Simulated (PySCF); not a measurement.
[MnF6]3- (F6Mn, charge −3, triplet).

PySCF calculation, PBE0/def2-SVPD, gas phase; geometry: GFN2-xTB. This is a single-reference result, which may miss multireference character in this system. No frequency check shows the geometry to be a minimum. For an anion such functionals hold the outermost electrons too loosely, so the response is rough. The stability of the open-shell solution wasn't checked. GFN2-xTB bond lengths at metals and heavier atoms can be off by up to 0.1 Å and shapes distorted, which carries into these values. GFN2-xTB doesn't know the spin state, so this open-shell geometry is rough.

Geometry (Å), atoms numbered from 1:

```
Mn1      0.0001    0.0002   -0.0006
F2       0.8721    1.3784    1.0693
F3      -0.8721   -1.3784   -1.0687
F4      -0.8717    1.3796   -1.0674
F5       0.8717   -1.3797    1.0679
F6      -1.5110   -0.0006    1.2332
F7       1.5110    0.0001   -1.2327
```

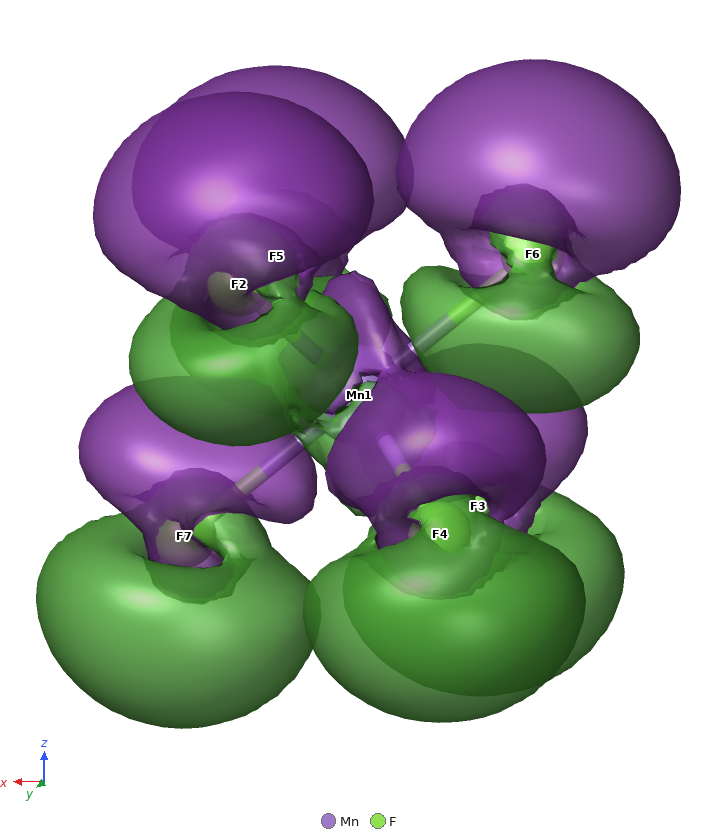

Change of the electron density in a uniform field of 0.15 V/Å, surfaces at ±0.0005 e/Å³ (purple: gain, green: loss).

The field was applied in both directions; the picture shows the one opposite to the script's first.

Along which Cartesian direction does the field point?

Answer. Along −z: electrons gather on the +z side, against the field.

How large is the response?

Answer. The induced dipole is 0.49 D (along the field); α along this axis, from the fields in both directions, is 65 bohr³ (9.6 Å³).
